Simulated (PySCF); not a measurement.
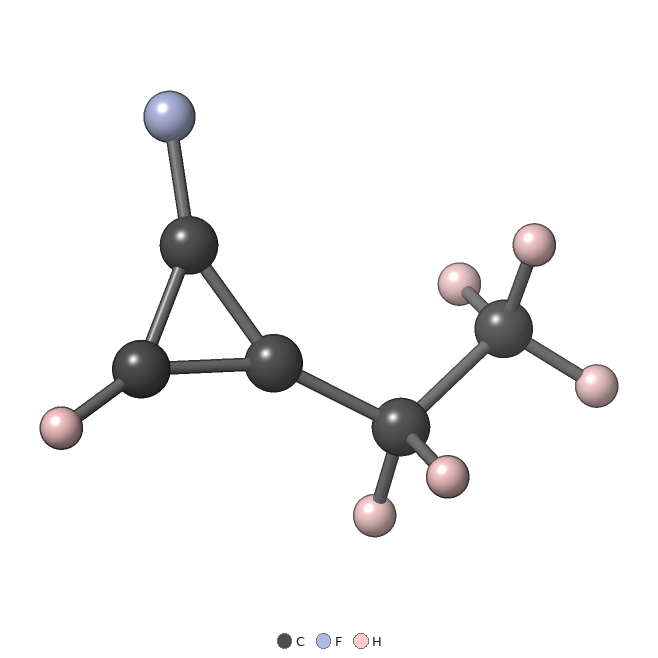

A ball-and-stick model of a molecule.

State: charge +1, singlet. The computed structure is the end point of a GFN2-xTB optimisation. No frequency run is at hand to confirm it as a minimum.

Identify the structure.

It has 12 atoms: 5 carbon, 6 hydrogen and 1 fluorine (C₅H₆F⁺). Its SMILES string is `CCc1c[c+]1F`. Independent rings (smallest set): 1 of 3 members, 1 of them aromatic. Among its groups: C–F bond. This geometry has Cs symmetry. Coordination, clear cases only: 2 C tetrahedral.

More results for the same structure follow; atom numbers are the same in all pictures, views and colours differ.

Shape

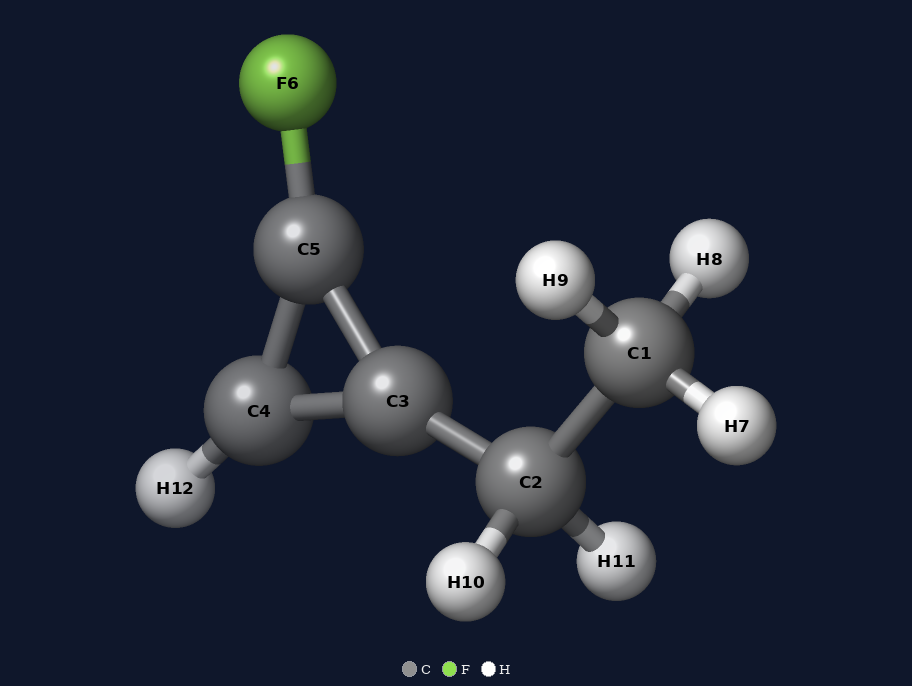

Atoms carry their numbers in the input. No frequency run is at hand to confirm it as a minimum.

Estimate the angles C2–C1–H7, C2–C1–H8, C1–C2–C3, C1–C2–H10, C3–C2–H10, C2–C3–C4, C2–C3–C5, C4–C3–C5, C3–C4–C5, C3–C4–H12, C5–C4–H12, C3–C5–C4, C3–C5–F6, C4–C5–F6.

```tsv
angle	degrees
C2–C1–H7	109.6
C2–C1–H8	111.2
C1–C2–C3	114.7
C1–C2–H10	111.2
C3–C2–H10	107.6
C2–C3–C4	151.6
C2–C3–C5	150.1
C4–C3–C5	58.3
C3–C4–C5	60.7
C3–C4–H12	149.6
C5–C4–H12	149.7
C3–C5–C4	61.1
C3–C5–F6	149.8
C4–C5–F6	149.1
```

Electronic properties

No frequency run is at hand to confirm it as a minimum. Level of theory: PBE0/def2-SVPD, gas phase (PySCF 2.14.0). Excitations: vertical, linear response.

Give the lowest vertical singlet excitation at this level.

6.34 eV.

Estimate the mean static polarisability.

50.2 bohr³.

Estimate the LUMO energy (Kohn–Sham orbital).

−7.31 eV.

Give the HOMO energy (Kohn–Sham orbital) at this level.

−14.80 eV.

Ring current

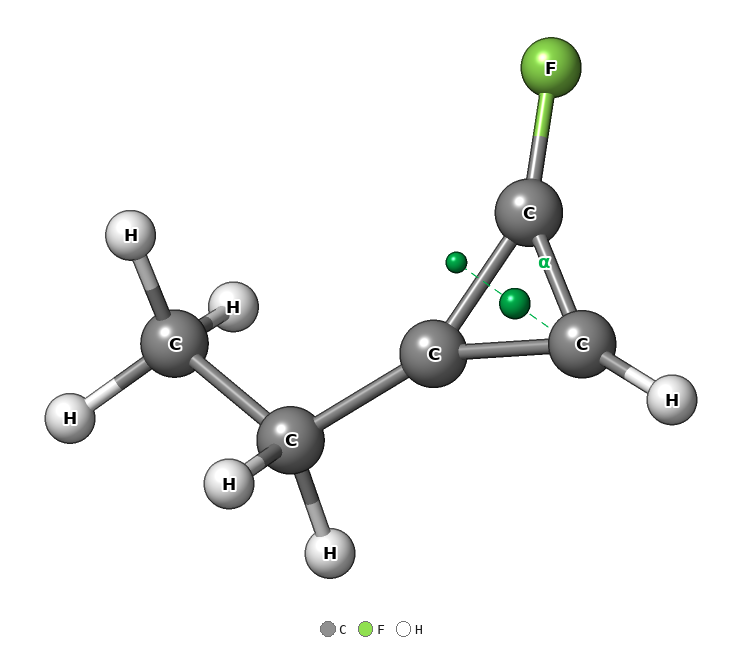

The small points mark where nucleus-independent chemical shifts (NICS) were computed: at the centre of each lettered ring and 1 Å above and below it. No frequency run is at hand to confirm it as a minimum. Method: GIAO PBE0/pcSseg-1 NMR shielding, non-relativistic, gas phase (PySCF 2.14.0).

Give NICS(0), NICS(1) and the out-of-plane component NICS(1)zz for each ring (means of the two sides).

```tsv
ring	members	NICS(0)	NICS(1)	NICS(1)zz
α	C3	−26.2	−12.0	−18.4
```

Values in ppm.

NMR shielding

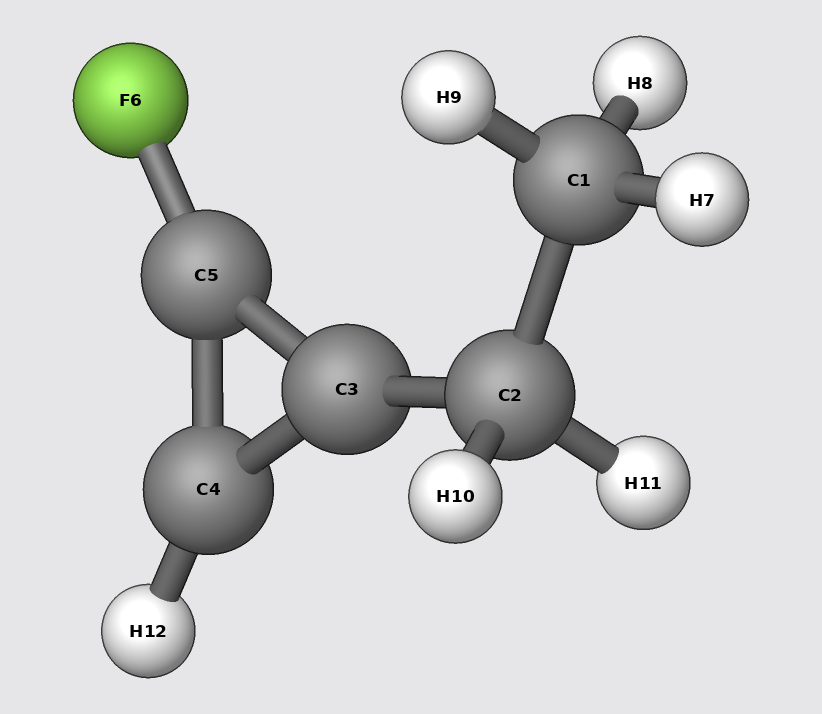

No frequency run is at hand to confirm it as a minimum. Properties computed with GIAO PBE0/pcSseg-1 NMR shielding, non-relativistic, gas phase (PySCF 2.14.0). Principal shieldings σ11 ≤ σ22 ≤ σ33, span Ω = σ33 − σ11, skew κ = 3(σiso − σ22)/Ω.

Give the shielding tensors of the F atoms.

| atom | σ11 | σ22 | σ33 | σiso | Ω | κ |
| --- | --- | --- | --- | --- | --- | --- |
| F6 | −0.3 | 156.4 | 535.7 | 230.6 | 536.0 | 0.42 |

Shieldings and span in ppm.

Charges

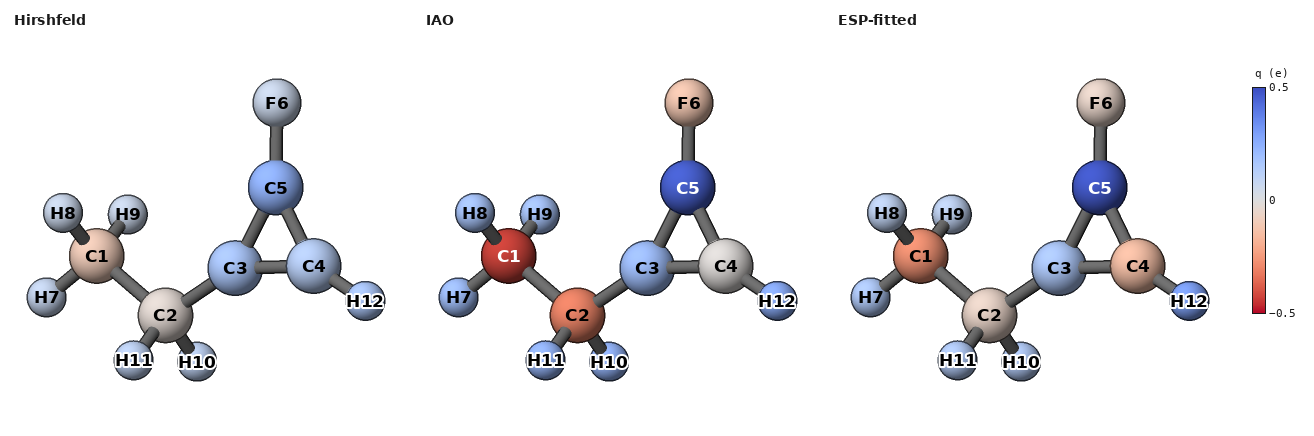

Atomic charges of one calculation by 3 schemes, on one colour scale. No frequency run is at hand to confirm it as a minimum. Method: PBE0/pcSseg-1 (PySCF 2.14.0).

Which scheme gives the most polar picture (largest mean size of the charges)?

The IAO charges are the largest in size here, and the Hirshfeld charges the smallest.

On which atom do the schemes disagree most?

On C1 (from −0.42 to −0.09 e).

List the charges (e), one line for each set of equivalent atoms.

| atom | Hirshfeld | IAO | ESP-fitted |
| --- | --- | --- | --- |
| C1 | −0.09 | −0.42 | −0.26 |
| C2 | −0.03 | −0.30 | −0.05 |
| C3 | 0.16 | 0.19 | 0.15 |
| C4 | 0.12 | −0.01 | −0.14 |
| C5 | 0.23 | 0.45 | 0.46 |
| F6 | 0.06 | −0.11 | −0.05 |
| H7 | 0.08 | 0.19 | 0.14 |
| H8, H9 | 0.06 | 0.17 | 0.10 |
| H10, H11 | 0.10 | 0.22 | 0.13 |
| H12 | 0.15 | 0.25 | 0.28 |
